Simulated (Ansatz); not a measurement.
# B₂H (quartet): wB97M-V, B2PLYP, PBE-QIDH, RPA-PBE over vertical spin and charge gaps and displaced geometries, 6-31G, part 1 of 2

Aim: run B₂H (quartet) with these functionals over vertical spin and charge gaps and displaced geometries, and hold them against the top wave-function level at the same points.

Method: 6-31G, all electrons in the functionals, frozen cores in the correlation of double hybrids and RPA; program: Ansatz 0.2.0, Gaussian basis.

Plan: wB97M-V, B2PLYP, PBE-QIDH, RPA-PBE, at charge 0, quartet; charge 0, doublet; charge 0, sextet; charge 1, triplet; charge 1, quintet; displaced geometry v1; displaced geometry v2 (not every functional at every point).

16 further runs of the same task are left out: 9 that didn't finish, 7 set aside as unsound or not needed.

### Step 1. The system

The geometry is a PBE0/def2-TZVP stationary point (not a proven minimum).

3 atoms, charge 0, spin multiplicity 4.

Atoms are counted from 1 here; the program's logs count them from 0.

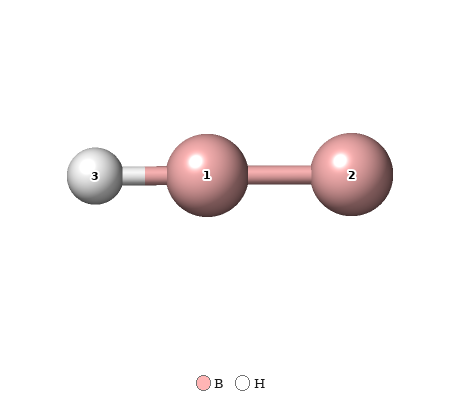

The structure; boron pink, hydrogen white; atoms are numbered from 1 in the order of the file.

No dispersion term is added; wB97M-V holds VV10 nonlocal correlation.

The geometry shown and the zero of energy belong to the point charge 0, quartet. The yardstick, FCI, and other wave-function levels (R restricted, U unrestricted, valence and pair active spaces) come from earlier runs.

### Step 2. wB97M-V, charge 0, quartet

Contents of in.yaml:

```yaml
crystal:
  periodic: [false, false, false]
  atoms:
    - {symbol: B, position_ang: [0.000000, 0.000000, 0.114060]}
    - {symbol: B, position_ang: [0.000000, 0.000000, -1.406367]}
    - {symbol: H, position_ang: [0.000000, 0.000000, 1.292307]}
basis:
  gaussian: {orbitals: 6-31G}
magnetization: {spin_polarized: true, initial_magnetization: 3}
hamiltonian: {xc: {name: wB97M-V}}
output: {orbitals: {seedname: orbitals}}
```

Command:

```sh
$ ansatz run in.yaml --threads 1 --pin off --events-out ev --progress --plain --max-ram 2393MiB
```

The program printed, shortened:

```text
Functional definition: wB97M-V
  name "wB97M-V"
  cite "Mardirossian & Head-Gordon, J. Chem. Phys. 144, 214110 (2016) doi:10.1063/1.4952647"
  cite "Becke, J. Chem. Phys. 107, 8554 (1997) doi:10.1063/1.475007"
  cite "Vydrov & Van Voorhis, J. Chem. Phys. 133, 244103 (2010) doi:10.1063/1.3521275"
  # Of w^i u^j: cxij and so on, Table III.
[...]
  gx(w, u) = 1 - cx + cx01*u + cx10*w
  gss(w, u) = css00 + css04*u^4 + css10*w + css20*w^2 + css43*w^4*u^3
  gos(w, u) = cos00 + cos10*w + (cos20 + cos21*u)*w^2 + (cos60 + cos61*u)*w^6
[...]
      + integral(e_c_pw_mod_opposite_spin*gos(b97_w_opposite, b97_u_opposite)) + vv10(b, c)
284 factors; integrals over basis functions are off by at most 2.3e-4 eV
91 factors; integrals over basis functions are off by at most 7.9e-6 eV
[...]
mean field -1361.90636134 eV, -50.0491356458 hartree, gradient 5.1e-6 eV, S^2 3.751055; 0 other end points of the search recorded, 0 dependent functions left out
reference -1361.90638563 eV, -50.0491365385 hartree; 7, 4 occupied and 13, 16 virtual orbitals, 284 factors
Total energy: -1361.90638563 eV, -50.0491365385 hartree
```

Run time: 1.5 s. Hardware: 1 thread of Intel Xeon Platinum 8259CL at 2.50GHz, shared host.

From the report: ⟨S²⟩ of the determinant 3.751 (pure quartet: 3.75).

### Step 3. wB97M-V, charge 0, doublet

in.yaml: that of step 2 with these lines changed.

```diff
@@ -8,4 +8,4 @@
   gaussian: {orbitals: 6-31G}
-magnetization: {spin_polarized: true, initial_magnetization: 3}
+magnetization: {spin_polarized: true, initial_magnetization: 1}
 hamiltonian: {xc: {name: wB97M-V}}
-output: {orbitals: {seedname: orbitals}}
+output: {forces: true, orbitals: {seedname: orbitals}}
```

The command is unchanged.

The program printed, shortened:

```text
Functional definition: wB97M-V
  name "wB97M-V"
  cite "Mardirossian & Head-Gordon, J. Chem. Phys. 144, 214110 (2016) doi:10.1063/1.4952647"
  cite "Becke, J. Chem. Phys. 107, 8554 (1997) doi:10.1063/1.475007"
  cite "Vydrov & Van Voorhis, J. Chem. Phys. 133, 244103 (2010) doi:10.1063/1.3521275"
  # Of w^i u^j: cxij and so on, Table III.
[...]
  gx(w, u) = 1 - cx + cx01*u + cx10*w
  gss(w, u) = css00 + css04*u^4 + css10*w + css20*w^2 + css43*w^4*u^3
  gos(w, u) = cos00 + cos10*w + (cos20 + cos21*u)*w^2 + (cos60 + cos61*u)*w^6
[...]
      + integral(e_c_pw_mod_opposite_spin*gos(b97_w_opposite, b97_u_opposite)) + vv10(b, c)
284 factors; integrals over basis functions are off by at most 2.3e-4 eV
91 factors; integrals over basis functions are off by at most 7.9e-6 eV
[...]
mean field -1361.08789260 eV, -50.0190574747 hartree, gradient 1.5e-5 eV, S^2 1.752141; 9 other end points of the search recorded, 0 dependent functions left out
[...]
reference -1361.08791736 eV, -50.0190583845 hartree; 6, 5 occupied and 14, 15 virtual orbitals, 284 factors
Total energy: -1361.08791736 eV, -50.0190583845 hartree
Atom 0 at     0.000000     0.000000     0.114060 Å, force    -0.000000    -0.000000     0.422818 eV/Å
Atom 1 at     0.000000     0.000000    -1.406367 Å, force    -0.000000     0.000000    -0.351580 eV/Å
Atom 2 at     0.000000     0.000000     1.292307 Å, force    -0.000000    -0.000000    -0.071237 eV/Å
Dipole moment:     0.000000     0.000000     0.016648 e Å
```

Run time: 11 s. Hardware: 1 thread of Intel Xeon Platinum 8259CL at 2.50GHz, shared host.

From the report: ⟨S²⟩ of the determinant 1.752 (pure doublet: 0.75). The determinant is far from a pure spin state, so its energy mixes those of several spin states (harmless only where they are near-degenerate, as at dissociation).

From charge 0, quartet: +79.0 kJ/mol.

### Step 4. wB97M-V, charge 0, sextet

in.yaml: that of step 3 with these lines changed.

```diff
@@ -8,4 +8,4 @@
   gaussian: {orbitals: 6-31G}
-magnetization: {spin_polarized: true, initial_magnetization: 1}
+magnetization: {spin_polarized: true, initial_magnetization: 5}
 hamiltonian: {xc: {name: wB97M-V}}
-output: {forces: true, orbitals: {seedname: orbitals}}
+output: {orbitals: {seedname: orbitals}}
```

The command is unchanged.

The program printed, shortened:

```text
Functional definition: wB97M-V
  name "wB97M-V"
  cite "Mardirossian & Head-Gordon, J. Chem. Phys. 144, 214110 (2016) doi:10.1063/1.4952647"
  cite "Becke, J. Chem. Phys. 107, 8554 (1997) doi:10.1063/1.475007"
  cite "Vydrov & Van Voorhis, J. Chem. Phys. 133, 244103 (2010) doi:10.1063/1.3521275"
  # Of w^i u^j: cxij and so on, Table III.
[...]
  gx(w, u) = 1 - cx + cx01*u + cx10*w
  gss(w, u) = css00 + css04*u^4 + css10*w + css20*w^2 + css43*w^4*u^3
  gos(w, u) = cos00 + cos10*w + (cos20 + cos21*u)*w^2 + (cos60 + cos61*u)*w^6
[...]
      + integral(e_c_pw_mod_opposite_spin*gos(b97_w_opposite, b97_u_opposite)) + vv10(b, c)
284 factors; integrals over basis functions are off by at most 2.3e-4 eV
91 factors; integrals over basis functions are off by at most 7.9e-6 eV
[...]
mean field -1352.66956542 eV, -49.7096896567 hartree, gradient 3.5e-5 eV, S^2 8.750804; 0 other end points of the search recorded, 0 dependent functions left out
reference -1352.66958989 eV, -49.7096905560 hartree; 8, 3 occupied and 12, 17 virtual orbitals, 284 factors
Total energy: -1352.66958989 eV, -49.7096905560 hartree
```

Wall time 1.6 s (1 thread of Intel Xeon Platinum 8259CL at 2.50GHz, shared host).

From the report: ⟨S²⟩ of the determinant 8.751 (pure sextet: 8.75).

From charge 0, quartet: +891.2 kJ/mol.

### Step 5. wB97M-V, charge 1, triplet

in.yaml: that of step 4 with these lines changed.

```diff
@@ -8,3 +8,4 @@
   gaussian: {orbitals: 6-31G}
-magnetization: {spin_polarized: true, initial_magnetization: 5}
+total_charge: 1
+magnetization: {spin_polarized: true, initial_magnetization: 2}
 hamiltonian: {xc: {name: wB97M-V}}
```

Same command.

The program printed, shortened:

```text
Functional definition: wB97M-V
  name "wB97M-V"
  cite "Mardirossian & Head-Gordon, J. Chem. Phys. 144, 214110 (2016) doi:10.1063/1.4952647"
  cite "Becke, J. Chem. Phys. 107, 8554 (1997) doi:10.1063/1.475007"
  cite "Vydrov & Van Voorhis, J. Chem. Phys. 133, 244103 (2010) doi:10.1063/1.3521275"
  # Of w^i u^j: cxij and so on, Table III.
[...]
  gx(w, u) = 1 - cx + cx01*u + cx10*w
  gss(w, u) = css00 + css04*u^4 + css10*w + css20*w^2 + css43*w^4*u^3
  gos(w, u) = cos00 + cos10*w + (cos20 + cos21*u)*w^2 + (cos60 + cos61*u)*w^6
[...]
      + integral(e_c_pw_mod_opposite_spin*gos(b97_w_opposite, b97_u_opposite)) + vv10(b, c)
284 factors; integrals over basis functions are off by at most 2.3e-4 eV
91 factors; integrals over basis functions are off by at most 7.9e-6 eV
[...]
mean field -1352.50645469 eV, -49.7036954479 hartree, gradient 3.6e-5 eV, S^2 2.000305; 1 other end points of the search recorded, 0 dependent functions left out
reference -1352.50647828 eV, -49.7036963151 hartree; 6, 4 occupied and 14, 16 virtual orbitals, 284 factors
Total energy: -1352.50647828 eV, -49.7036963151 hartree
```

Wall time 1.9 s (1 thread of Intel Xeon Platinum 8259CL at 2.50GHz, shared host).

From the report: ⟨S²⟩ of the determinant 2.000 (pure triplet: 2.00).

From charge 0, quartet: +907.0 kJ/mol.

### Step 6. wB97M-V, charge 1, quintet

in.yaml: that of step 5 with these lines changed.

```diff
@@ -9,3 +9,3 @@
 total_charge: 1
-magnetization: {spin_polarized: true, initial_magnetization: 2}
+magnetization: {spin_polarized: true, initial_magnetization: 4}
 hamiltonian: {xc: {name: wB97M-V}}
```

The command is unchanged.

The program printed, shortened:

```text
Functional definition: wB97M-V
  name "wB97M-V"
  cite "Mardirossian & Head-Gordon, J. Chem. Phys. 144, 214110 (2016) doi:10.1063/1.4952647"
  cite "Becke, J. Chem. Phys. 107, 8554 (1997) doi:10.1063/1.475007"
  cite "Vydrov & Van Voorhis, J. Chem. Phys. 133, 244103 (2010) doi:10.1063/1.3521275"
  # Of w^i u^j: cxij and so on, Table III.
[...]
  gx(w, u) = 1 - cx + cx01*u + cx10*w
  gss(w, u) = css00 + css04*u^4 + css10*w + css20*w^2 + css43*w^4*u^3
  gos(w, u) = cos00 + cos10*w + (cos20 + cos21*u)*w^2 + (cos60 + cos61*u)*w^6
[...]
      + integral(e_c_pw_mod_opposite_spin*gos(b97_w_opposite, b97_u_opposite)) + vv10(b, c)
284 factors; integrals over basis functions are off by at most 2.3e-4 eV
91 factors; integrals over basis functions are off by at most 7.9e-6 eV
[...]
mean field -1347.60955137 eV, -49.5237375704 hartree, gradient 1.9e-5 eV, S^2 6.001337; 0 other end points of the search recorded, 0 dependent functions left out
reference -1347.60957492 eV, -49.5237384356 hartree; 7, 3 occupied and 13, 17 virtual orbitals, 284 factors
Total energy: -1347.60957492 eV, -49.5237384356 hartree
```

Wall time 1.7 s (1 thread of Intel Xeon Platinum 8259CL at 2.50GHz, shared host).

From the report: ⟨S²⟩ of the determinant 6.001 (pure quintet: 6.00).

From charge 0, quartet: +1379.4 kJ/mol.

### Step 7. wB97M-V, displaced geometry v1

Contents of in.yaml:

```yaml
crystal:
  periodic: [false, false, false]
  atoms:
    - {symbol: B, position_ang: [-0.015433, -0.009008, 0.135700]}
    - {symbol: B, position_ang: [-0.016266, -0.025151, -1.395880]}
    - {symbol: H, position_ang: [0.031698, 0.034159, 1.260180]}
basis:
  gaussian: {orbitals: 6-31G}
magnetization: {spin_polarized: true, initial_magnetization: 3}
hamiltonian: {xc: {name: wB97M-V}}
output: {forces: true, orbitals: {seedname: orbitals}}
```

Same command.

The program printed, shortened:

```text
Functional definition: wB97M-V
  name "wB97M-V"
  cite "Mardirossian & Head-Gordon, J. Chem. Phys. 144, 214110 (2016) doi:10.1063/1.4952647"
  cite "Becke, J. Chem. Phys. 107, 8554 (1997) doi:10.1063/1.475007"
  cite "Vydrov & Van Voorhis, J. Chem. Phys. 133, 244103 (2010) doi:10.1063/1.3521275"
  # Of w^i u^j: cxij and so on, Table III.
[...]
  gx(w, u) = 1 - cx + cx01*u + cx10*w
  gss(w, u) = css00 + css04*u^4 + css10*w + css20*w^2 + css43*w^4*u^3
  gos(w, u) = cos00 + cos10*w + (cos20 + cos21*u)*w^2 + (cos60 + cos61*u)*w^6
[...]
      + integral(e_c_pw_mod_opposite_spin*gos(b97_w_opposite, b97_u_opposite)) + vv10(b, c)
284 factors; integrals over basis functions are off by at most 2.1e-4 eV
91 factors; integrals over basis functions are off by at most 8.1e-6 eV
[...]
mean field -1361.86843666 eV, -50.0477419397 hartree, gradient 3.8e-5 eV, S^2 3.750953; 0 other end points of the search recorded, 0 dependent functions left out
[...]
reference -1361.86846092 eV, -50.0477428313 hartree; 7, 4 occupied and 13, 16 virtual orbitals, 284 factors
Total energy: -1361.86846092 eV, -50.0477428313 hartree
Atom 0 at    -0.015433    -0.009008     0.135700 Å, force     0.035689     0.006943    -1.678910 eV/Å
Atom 1 at    -0.016266    -0.025151    -1.395880 Å, force    -0.042298    -0.027006     0.144183 eV/Å
Atom 2 at     0.031698     0.034159     1.260180 Å, force     0.006609     0.020063     1.534728 eV/Å
Dipole moment:    -0.000313     0.000851     0.104296 e Å
```

Run time: 1.9 s. Hardware: 1 thread of Intel Xeon Platinum 8259CL at 2.50GHz, shared host.

From the report: ⟨S²⟩ of the determinant 3.751 (pure quartet: 3.75).

From charge 0, quartet: +3.7 kJ/mol.

### Step 8. wB97M-V, displaced geometry v2

Contents of in.yaml:

```yaml
crystal:
  periodic: [false, false, false]
  atoms:
    - {symbol: B, position_ang: [0.084376, 0.005225, 0.109058]}
    - {symbol: B, position_ang: [-0.080498, 0.013599, -1.399776]}
    - {symbol: H, position_ang: [-0.003878, -0.018825, 1.290718]}
basis:
  gaussian: {orbitals: 6-31G}
magnetization: {spin_polarized: true, initial_magnetization: 3}
hamiltonian: {xc: {name: wB97M-V}}
output: {orbitals: {seedname: orbitals}}
```

Same command.

The program printed, shortened:

```text
Functional definition: wB97M-V
  name "wB97M-V"
  cite "Mardirossian & Head-Gordon, J. Chem. Phys. 144, 214110 (2016) doi:10.1063/1.4952647"
  cite "Becke, J. Chem. Phys. 107, 8554 (1997) doi:10.1063/1.475007"
  cite "Vydrov & Van Voorhis, J. Chem. Phys. 133, 244103 (2010) doi:10.1063/1.3521275"
  # Of w^i u^j: cxij and so on, Table III.
[...]
  gx(w, u) = 1 - cx + cx01*u + cx10*w
  gss(w, u) = css00 + css04*u^4 + css10*w + css20*w^2 + css43*w^4*u^3
  gos(w, u) = cos00 + cos10*w + (cos20 + cos21*u)*w^2 + (cos60 + cos61*u)*w^6
[...]
      + integral(e_c_pw_mod_opposite_spin*gos(b97_w_opposite, b97_u_opposite)) + vv10(b, c)
284 factors; integrals over basis functions are off by at most 2.3e-4 eV
91 factors; integrals over basis functions are off by at most 7.7e-6 eV
[...]
mean field -1361.87820767 eV, -50.0481010177 hartree, gradient 1.1e-5 eV, S^2 3.751166; 0 other end points of the search recorded, 0 dependent functions left out
reference -1361.87823189 eV, -50.0481019079 hartree; 7, 4 occupied and 13, 16 virtual orbitals, 284 factors
Total energy: -1361.87823189 eV, -50.0481019079 hartree
```

Run time: 1.5 s. Hardware: 1 thread of Intel Xeon Platinum 8259CL at 2.50GHz, shared host.

From the report: ⟨S²⟩ of the determinant 3.751 (pure quartet: 3.75).

From charge 0, quartet: +2.7 kJ/mol.

### Step 9. B2PLYP, charge 0, quartet

Contents of in.yaml:

```yaml
crystal:
  periodic: [false, false, false]
  atoms:
    - {symbol: B, position_ang: [0.000000, 0.000000, 0.114060]}
    - {symbol: B, position_ang: [0.000000, 0.000000, -1.406367]}
    - {symbol: H, position_ang: [0.000000, 0.000000, 1.292307]}
basis:
  gaussian: {orbitals: 6-31G}
magnetization: {spin_polarized: true, initial_magnetization: 3}
hamiltonian: {xc: {name: B2PLYP}}
correlation: {electrons: outside_noble_gas}
```

The command is unchanged.

The program printed, shortened:

```text
Functional definition: B2PLYP
  name "B2PLYP"
  cite "Grimme, J. Chem. Phys. 124, 034108 (2006) doi:10.1063/1.2148954"
  cite "Becke, Phys. Rev. A 38, 3098 (1988) doi:10.1103/PhysRevA.38.3098"
  cite "Lee, Yang & Parr, Phys. Rev. B 37, 785 (1988) doi:10.1103/PhysRevB.37.785"
[...]
284 factors; integrals over basis functions are off by at most 2.3e-4 eV
[...]
mean field -1360.01992121 eV, -49.9798102500 hartree, gradient 2.3e-6 eV, S^2 3.752859; 0 other end points of the search recorded, 0 dependent functions left out
2 core orbitals not correlated: weight in the atoms' cores, before any rotation towards them, 1.000 or more for the frozen orbitals, at most 0.000 for the correlated occupied ones
reference -1360.02003799 eV, -49.9798145416 hartree; 5, 2 occupied and 13, 16 virtual orbitals, 284 factors
second order -2.29518373 eV of doubles, -0.00000000 eV of singles
Total energy: -1360.63973760 eV, -50.0025880821 hartree
```

Wall time 0.54 s (1 thread of Intel Xeon Platinum 8259CL at 2.50GHz, shared host).

From the report: ⟨S²⟩ of the determinant 3.753 (pure quartet: 3.75).

### Step 10. B2PLYP, charge 0, doublet

in.yaml: that of step 9 with these lines changed.

```diff
@@ -8,3 +8,3 @@
   gaussian: {orbitals: 6-31G}
-magnetization: {spin_polarized: true, initial_magnetization: 3}
+magnetization: {spin_polarized: true, initial_magnetization: 1}
 hamiltonian: {xc: {name: B2PLYP}}
```

The command is unchanged.

The program printed, shortened:

```text
Functional definition: B2PLYP
  name "B2PLYP"
  cite "Grimme, J. Chem. Phys. 124, 034108 (2006) doi:10.1063/1.2148954"
  cite "Becke, Phys. Rev. A 38, 3098 (1988) doi:10.1103/PhysRevA.38.3098"
  cite "Lee, Yang & Parr, Phys. Rev. B 37, 785 (1988) doi:10.1103/PhysRevB.37.785"
[...]
284 factors; integrals over basis functions are off by at most 2.3e-4 eV
[...]
mean field -1359.34647350 eV, -49.9550615030 hartree, gradient 1.1e-6 eV, S^2 1.750827; 13 other end points of the search recorded, 0 dependent functions left out
2 core orbitals not correlated: weight in the atoms' cores, before any rotation towards them, 1.000 or more for the frozen orbitals, at most 0.000 for the correlated occupied ones
reference -1359.34658665 eV, -49.9550656611 hartree; 4, 3 occupied and 14, 15 virtual orbitals, 284 factors
second order -2.38423733 eV of doubles, -0.00000000 eV of singles
Total energy: -1359.99033073 eV, -49.9787228196 hartree
```

It took 3.9 s on 1 thread of Intel Xeon Platinum 8259CL at 2.50GHz, shared host.

From the report: ⟨S²⟩ of the determinant 1.751 (pure doublet: 0.75). The determinant is far from a pure spin state, so its energy mixes those of several spin states (harmless only where they are near-degenerate, as at dissociation).

From charge 0, quartet: +62.7 kJ/mol.

### Step 11. B2PLYP, charge 0, sextet

in.yaml: that of step 10 with these lines changed.

```diff
@@ -8,3 +8,3 @@
   gaussian: {orbitals: 6-31G}
-magnetization: {spin_polarized: true, initial_magnetization: 1}
+magnetization: {spin_polarized: true, initial_magnetization: 5}
 hamiltonian: {xc: {name: B2PLYP}}
```

Launched as before.

The program printed, shortened:

```text
Functional definition: B2PLYP
  name "B2PLYP"
  cite "Grimme, J. Chem. Phys. 124, 034108 (2006) doi:10.1063/1.2148954"
  cite "Becke, Phys. Rev. A 38, 3098 (1988) doi:10.1103/PhysRevA.38.3098"
  cite "Lee, Yang & Parr, Phys. Rev. B 37, 785 (1988) doi:10.1103/PhysRevB.37.785"
[...]
284 factors; integrals over basis functions are off by at most 2.3e-4 eV
[...]
mean field -1351.07771979 eV, -49.6511904088 hartree, gradient 2.1e-6 eV, S^2 8.751369; 0 other end points of the search recorded, 0 dependent functions left out
2 core orbitals not correlated: weight in the atoms' cores, before any rotation towards them, 1.000 or more for the frozen orbitals, at most 0.000 for the correlated occupied ones
reference -1351.07782427 eV, -49.6511942487 hartree; 6, 1 occupied and 12, 17 virtual orbitals, 284 factors
second order -1.64534836 eV of doubles, -0.00000000 eV of singles
Total energy: -1351.52206833 eV, -49.6675199167 hartree
```

Wall time 0.57 s (1 thread of Intel Xeon Platinum 8259CL at 2.50GHz, shared host).

From the report: ⟨S²⟩ of the determinant 8.751 (pure sextet: 8.75).

From charge 0, quartet: +879.7 kJ/mol.

### Step 12. B2PLYP, charge 1, triplet

in.yaml: that of step 11 with these lines changed.

```diff
@@ -8,3 +8,4 @@
   gaussian: {orbitals: 6-31G}
-magnetization: {spin_polarized: true, initial_magnetization: 5}
+total_charge: 1
+magnetization: {spin_polarized: true, initial_magnetization: 2}
 hamiltonian: {xc: {name: B2PLYP}}
```

Same command.

The program printed, shortened:

```text
Functional definition: B2PLYP
  name "B2PLYP"
  cite "Grimme, J. Chem. Phys. 124, 034108 (2006) doi:10.1063/1.2148954"
  cite "Becke, Phys. Rev. A 38, 3098 (1988) doi:10.1103/PhysRevA.38.3098"
  cite "Lee, Yang & Parr, Phys. Rev. B 37, 785 (1988) doi:10.1103/PhysRevB.37.785"
[...]
284 factors; integrals over basis functions are off by at most 2.3e-4 eV
[...]
mean field -1350.93163686 eV, -49.6458219601 hartree, gradient 4.2e-6 eV, S^2 2.000940; 2 other end points of the search recorded, 0 dependent functions left out
2 core orbitals not correlated: weight in the atoms' cores, before any rotation towards them, 1.000 or more for the frozen orbitals, at most 0.000 for the correlated occupied ones
reference -1350.93173966 eV, -49.6458257382 hartree; 4, 2 occupied and 14, 16 virtual orbitals, 284 factors
second order -1.70976822 eV of doubles, -0.00000000 eV of singles
Total energy: -1351.39337708 eV, -49.6627906005 hartree
```

It took 0.63 s on 1 thread of Intel Xeon Platinum 8259CL at 2.50GHz, shared host.

From the report: ⟨S²⟩ of the determinant 2.001 (pure triplet: 2.00).

From charge 0, quartet: +892.1 kJ/mol.

### Step 13. B2PLYP, charge 1, quintet

in.yaml: that of step 12 with these lines changed.

```diff
@@ -9,3 +9,3 @@
 total_charge: 1
-magnetization: {spin_polarized: true, initial_magnetization: 2}
+magnetization: {spin_polarized: true, initial_magnetization: 4}
 hamiltonian: {xc: {name: B2PLYP}}
```

Same command.

The program printed, shortened:

```text
Functional definition: B2PLYP
  name "B2PLYP"
  cite "Grimme, J. Chem. Phys. 124, 034108 (2006) doi:10.1063/1.2148954"
  cite "Becke, Phys. Rev. A 38, 3098 (1988) doi:10.1103/PhysRevA.38.3098"
  cite "Lee, Yang & Parr, Phys. Rev. B 37, 785 (1988) doi:10.1103/PhysRevB.37.785"
[...]
284 factors; integrals over basis functions are off by at most 2.3e-4 eV
[...]
mean field -1345.94245737 eV, -49.4624729958 hartree, gradient 3.0e-6 eV, S^2 6.002237; 2 other end points of the search recorded, 0 dependent functions left out
2 core orbitals not correlated: weight in the atoms' cores, before any rotation towards them, 1.000 or more for the frozen orbitals, at most 0.000 for the correlated occupied ones
reference -1345.94256465 eV, -49.4624769381 hartree; 5, 1 occupied and 13, 17 virtual orbitals, 284 factors
second order -2.15955145 eV of doubles, -0.00000000 eV of singles
Total energy: -1346.52564354 eV, -49.4839046921 hartree
```

It took 0.66 s on 1 thread of Intel Xeon Platinum 8259CL at 2.50GHz, shared host.

From the report: ⟨S²⟩ of the determinant 6.002 (pure quintet: 6.00).

From charge 0, quartet: +1361.8 kJ/mol.

(Continued in part 2 of 2.)
